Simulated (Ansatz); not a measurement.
A series of calculations on C₃H₄FNS

### Relaxation

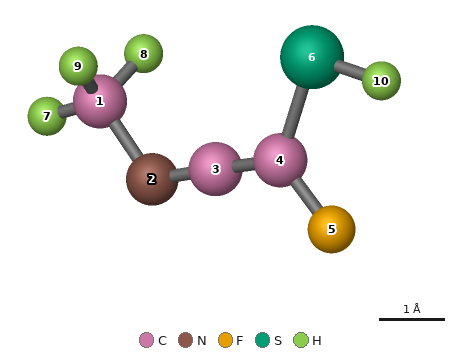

Starting structure of C3H4FNS. A ball-and-stick model, seen at a tilt.

The run prepares an end point of a later path (torsion) calculation, from a guessed geometry.

These are results of Ansatz 0.2.0, RHF/def2-SVP, not measurements.

The input:
```yaml
crystal:
  periodic: [false, false, false]
  atoms:
    - { symbol: C, position_ang: [-0.015, -1.5172, 1.1858] }
    - { symbol: "N", position_ang: [0.1431, -1.3708, -0.2735] }
    - { symbol: C, position_ang: [0.0861, -0.2687, -0.707] }
    - { symbol: C, position_ang: [0.1652, 0.9476, -1.1794] }
    - { symbol: F, position_ang: [0.276, 1.135, -2.5151] }
    - { symbol: S, position_ang: [-0.1779, 2.3026, -0.1455] }
    - { symbol: H, position_ang: [0.0072, -2.5243, 1.4693] }
    - { symbol: H, position_ang: [-1.0087, -1.0693, 1.4595] }
    - { symbol: H, position_ang: [0.7186, -0.9223, 1.7751] }
    - { symbol: H, position_ang: [-0.1115, 3.2362, -1.0662] }
basis:
  gaussian: { orbitals: def2-SVP }
hamiltonian:
  xc: hf
relax:
  f_tol: 0.015
  max_steps: 40
```

Run as
```bash
ansatz run input.yaml --threads 2 --pin off --max-ram 3072MiB --backend cpu --events-out ev --progress --plain --runs-dir out
```

Where does the relaxation end?

After 17 accepted moves (18 points after the start) the energy has fallen by 222.1 kJ/mol. The largest force component goes from 2.3 to 0.0059 eV/Å. The line search rejected the trial step at point 9 of the run. The atom that moves furthest after the best rigid fit is N2 (1.01 Å). By element the largest moves are N 1.01 Å, F 0.93 Å, H 0.81 Å, S 0.66 Å, C 0.45 Å. Near-neighbour distances that change, for instance: C1–H7 1.046 → 1.088 Å, C1–H8 1.124 → 1.088 Å, C1–N2 1.475 → 1.449 Å, S6–H10 1.313 → 1.338 Å. Bond angles that change, for instance: C1–N2–C3 116.7° → 124.7°, H8–C1–H9 103.9° → 109.6°, N2–C3–C4 173.8° → 177.4°. Groups turn about C4–S6 by about 80°, C1–N2 by about 60°. Cost: 24 s on 2 threads of Intel(R) Xeon(R) Platinum 8488C (Sapphire Rapids), on a shared host, peak memory 0.24 GiB.

The structure at the end:

```xyz
10

C    -0.0667   -1.5983    1.2028
N    -0.6604   -0.8844    0.0900
C    -0.1503    0.0430   -0.4767
C     0.3524    1.0757   -1.1086
F     1.1096    0.8855   -2.1908
S     0.1274    2.7227   -0.5555
H     0.0281   -2.6468    0.9264
H    -0.7456   -1.5369    2.0515
H     0.9107   -1.2047    1.4866
H    -0.8221    3.0930   -1.4228
```

After the run, drawn alike:

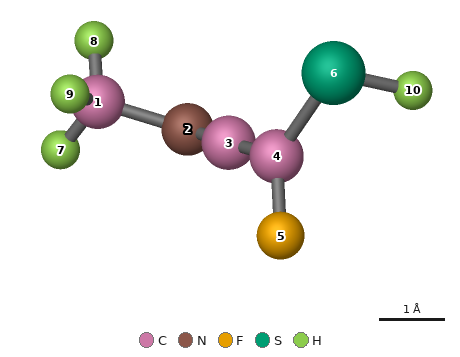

Limits of the set-up: Hartree-Fock leaves out electron correlation.

### Relaxation

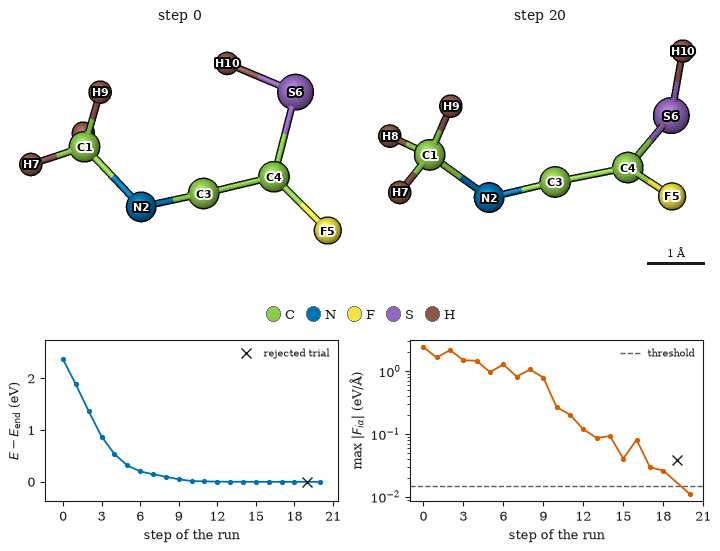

First and last geometry of a relaxation of C3H4FNS, with the history of the run. The picture is a ball-and-stick view, seen at a tilt.

The run prepares an end point of a later path (torsion) calculation, from a guessed geometry.

These are results of RHF/def2-SVP (Ansatz), not measurements. (no spin polarisation; force threshold 0.015 eV/Å; at most 40 steps)

Question: Did the run converge, and what did it change?

Answer: It converged. The energy falls by 2.370 eV in 19 accepted moves (20 points after the start). Largest force component: 2.4 eV/Å at the start, 0.011 eV/Å at the end. The line search rejected the trial step at point 19 of the run. H10 moves most after the best rigid fit: 1.70 Å. By element the largest moves are H 1.70 Å, F 0.97 Å, N 0.82 Å, S 0.77 Å, C 0.45 Å. Among the contacts that change: C1–H7 1.046 → 1.088 Å, C1–H8 1.124 → 1.088 Å, C1–N2 1.475 → 1.449 Å, S6–H10 1.313 → 1.338 Å. Among the angles between lasting bonds that change: C1–N2–C3 116.7° → 124.7°, H8–C1–H9 103.9° → 109.6°, N2–C3–C4 173.8° → 176.6°. Groups turn about C4–S6 by about 105°, C1–N2 by about 60°.

Limits of the set-up: Hartree-Fock leaves out electron correlation.

### Path

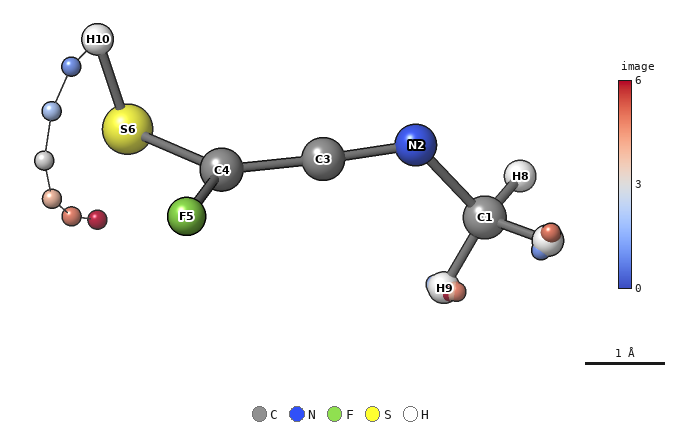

A search for the minimum-energy path of C$_{3}$H$_{4}$FNS by the nudged elastic band. Images are numbered from 0 (start) to 6 (end). The start is drawn whole; smaller spheres mark the moving atoms (H) in the later images, joined by lines and coloured by the number of the image. The picture is a ball-and-stick view, seen from a free direction.

These are results of Ansatz 0.2.0, RHF/def2-SVP, not measurements. Settings: 5 movable images; climbing image; force threshold 0.05 eV/Å; iteration limit 60; starting path by image-dependent pair potential.

**What moves, how far, and at what cost in energy?**

The motion is a rotation about the C–S bond by about 155°. No bond forms or breaks between the ends. Among the angles between lasting bonds that change up to the highest image: C–S–H 98.4° → 94.6°, F–C–S 117.6° → 114.8°. The highest point, image 3, lies 24.3 kJ/mol above the start and 23.4 kJ/mol above the end; the end is at +0.9 kJ/mol relative to the start. The band converged in 10 iterations, with a climbing image at the top. At the top, the vibrational analysis gives one imaginary mode (352i cm⁻¹), as a transition state must have.

Limits of the set-up: Hartree-Fock leaves out electron correlation.

The run took 54 s on 2 threads of Intel(R) Xeon(R) Platinum 8488C (Sapphire Rapids), on a shared host, peak memory 0.24 GiB.
